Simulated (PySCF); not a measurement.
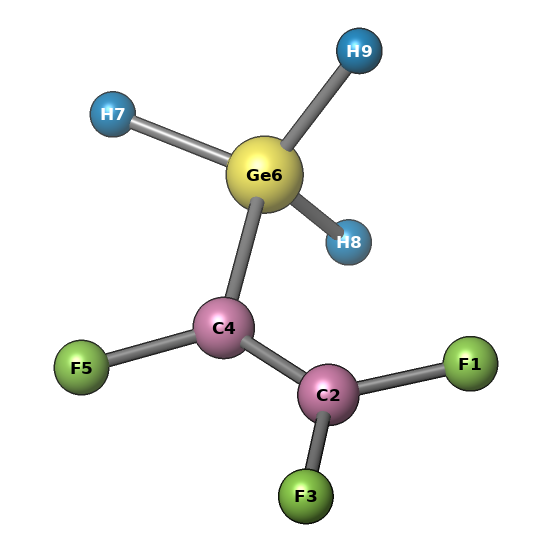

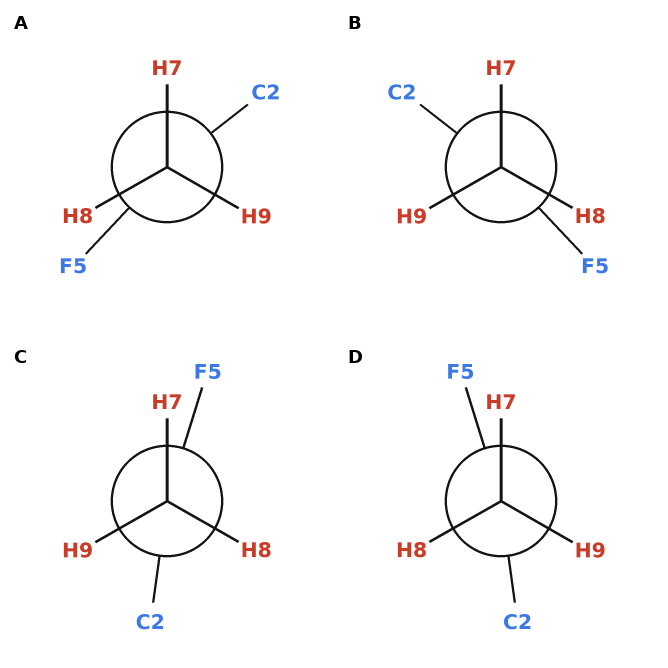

Distant atoms are faded towards the background colour. Bonds that would overlap in a projection are set slightly apart. The geometry was computed by an optimisation with PBE0-D3(BJ)/def2-SVP. No frequency run is at hand to confirm it as a minimum.

Which Newman projection shows the view along Ge6–C4, with Ge6 in front?

Answer. C. The torsion angle H7–Ge6–C4–F5 is 7°, synperiplanar (eclipsed).
